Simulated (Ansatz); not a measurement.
Double-hcp La, treated with LDA (plane waves, PAW; Ansatz, a program for electronic structure).

Settings: plane-wave cutoff 520 eV, 18×18×6 k mesh (along the axes of the cell as run), Fermi–Dirac smearing 0.05 eV, scalar-relativistic PAW data made under PBE.

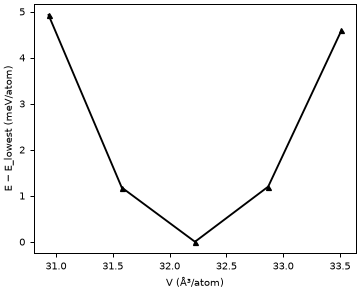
Fig. 1. Total energy against volume

Problem. From the curve, estimate the equilibrium volume and the bulk modulus.

Solution. V0 ≈ 32.2 Å³/atom and B0 ≈ 30 GPa; the fit gives V0 = 32.213 Å³/atom, B0 = 29.5 GPa, B′ = 2.9.

Shape and atoms are relaxed at each volume.

Measured, for comparison: bulk modulus 27.9 GPa (room temperature, no zero-point or thermal correction; as tabulated in Wikipedia's data pages). Computed less measured: bulk modulus +6 %. A static lattice is as a rule a little smaller and stiffer than an uncorrected measurement, which can account for part of this in the bulk modulus.

Spin–orbit coupling is not included.
